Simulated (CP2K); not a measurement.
**How far to go with the cutoff of the density grid: BaAlGeH (P3m1, 4 atoms in the cell)**

```yaml
crystal:
  lattice:
    - [4.36041, 0.00000, 0.00000]
    - [-2.18020, 3.77622, 0.00000]
    - [0.00000, 0.00000, 5.22380]
  atoms:
    - { symbol: Ba, position: [0.33333, 0.66667, 0.10859] }
    - { symbol: Al, position: [0.00000, 0.00000, 0.64135] }
    - { symbol: Ge, position: [0.66667, 0.33333, 0.55274] }
    - { symbol: H, position: [0.00000, 0.00000, 0.97289] }
```

Computed with PBEsol, GPW, DZVP-MOLOPT-SR-GTH basis, GTH-PBE potentials (GTH_POTENTIALS) (CP2K).

Base settings: CUTOFF = 500 Ry; REL_CUTOFF = 40 Ry; KPOINTS/SCHEME = MONKHORST-PACK 3 3 2; GAMMA_CENTERED = T; XC_FUNCTIONAL = PBE:PBESOL; Ba/BASIS_SET = DZVP-MOLOPT-SR-GTH-q10; Ba/POTENTIAL = GTH-PBE-q10; Al/BASIS_SET = DZVP-MOLOPT-SR-GTH-q3; Al/POTENTIAL = GTH-PBE-q3; Ge/BASIS_SET = DZVP-MOLOPT-SR-GTH-q4.

The mesh stays at the base's, so the ladder's end is converged at best in this setting alone.

Only quantities that move along the ladder and can be compared are tabulated; the gap is left out on so coarse a mesh.

The starting cell comes from a database of computed structures (which also holds hypothetical and non-ambient phases and stackings), without a prior relaxation at this level. Its lattice was rescaled by up to half a per cent. One atom was moved a little off its site on purpose. Values carry the incompleteness of an atom-centred basis. The potentials were made for another functional than the one used.

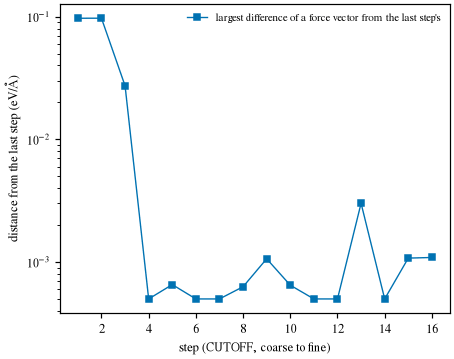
Fig. 1. Distance from the last step along the ladder; very small values are drawn at a floor.

| CUTOFF | largest difference of a force vector from the last step's (eV/Å) |
|---|---|
| 180 Ry | 0.097 |
| 200 Ry | 0.097 |
| 220 Ry | 0.027 |
| 250 Ry | 0.000 |
| 280 Ry | 0.001 |
| 300 Ry | 0.000 |
| 350 Ry | 0.000 |
| 400 Ry | 0.001 |
| 450 Ry | 0.001 |
| 500 Ry | 0.001 |
| 550 Ry | 0.000 |
| 600 Ry | 0.000 |
| 680 Ry | 0.003 |
| 750 Ry | 0.000 |
| 880 Ry | 0.001 |
| 1000 Ry | 0.001 |
| 1200 Ry | 0.000 |

Coarsest CUTOFF that holds the forces within 0.02 eV/Å of the last step, with all finer ones: 250 Ry; the step before is off by 0.027 eV/Å.
